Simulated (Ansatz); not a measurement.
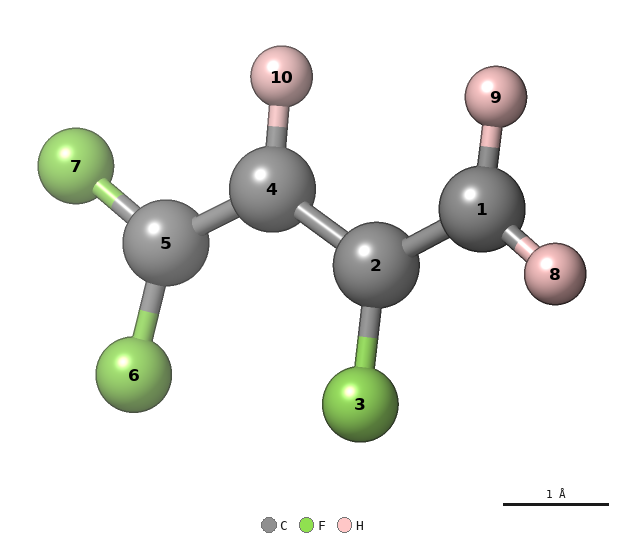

Orthographic view. Atoms fade into the background with distance from the viewer. The geometry was computed by an optimisation with PBE0-D4/def2-TZVP.

List the bonded neighbours of every atom.

C1: C2, H8, H9
C2: C1, F3, C4
F3: C2
C4: C2, C5, H10
C5: C4, F6, F7
F6: C5
F7: C5
H8: C1
H9: C1
H10: C4
